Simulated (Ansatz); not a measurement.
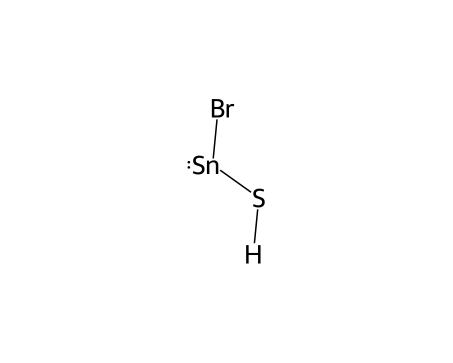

Structural formula above. The geometry was computed by an optimisation with PBE-D4/def2-SVP. No frequency run is at hand to confirm it as a minimum.

What does the molecule look like in three dimensions?

The molecule is BrHSSn. SMILES: `[SH][Sn][Br]`. This geometry has Cs symmetry. All atoms lie on one plane. Coordination: 1 S bent; 1 Sn bent.

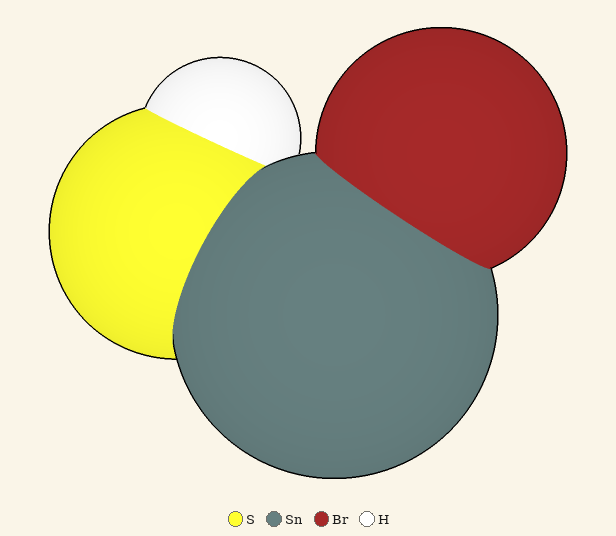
